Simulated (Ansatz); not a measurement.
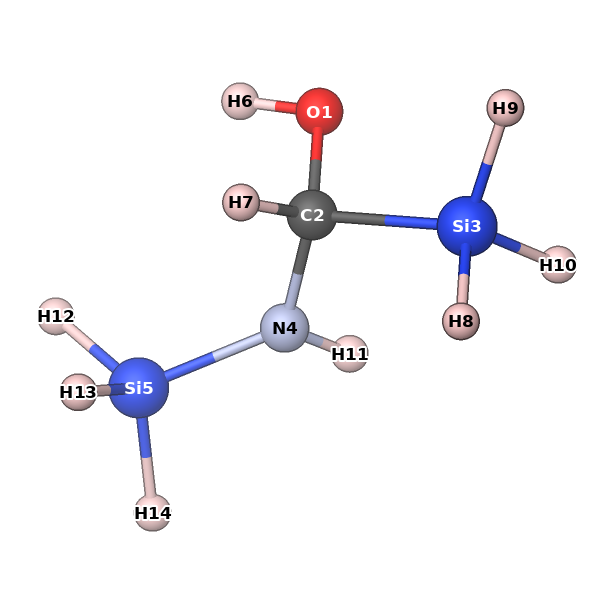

Distant atoms are faded towards the background colour. The computed structure is the end point of a PBE-D4/def2-SVP optimisation. No frequency run is at hand to confirm it as a minimum.

**Which atoms or bonds are stereogenic?**

Centres: C2.

**Give the R/S and E/Z labels.**

C2: R (priorities Si3 > O1 > N4 > H7).

**Write the isomeric SMILES.**

O[C@H]([SiH3])N[SiH3]
